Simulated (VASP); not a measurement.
Band structure of YSi2 (relaxed from the MoSi2 structure, space group I4/mmm). Computed with PBEsol GGA, VASP's PBE PAW potentials (set 64) (plane waves; VASP).

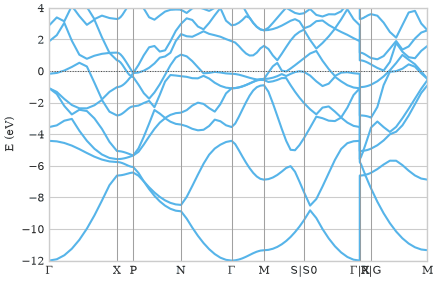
*Bands along high-symmetry lines, zero at the valence-band maximum or, without a gap, the Fermi level*

Read the plot: is there a gap, and where are the band edges?

It has no gap at this level: it comes out as a metal or semimetal. (Edges off the drawn lines would not show.)

The structure was generated: YSi2 was put into the MoSi2 type (I4/mmm), which need not be its known phase. It was relaxed first. The electron count is odd and the run is not spin-polarised, which forces a metal.
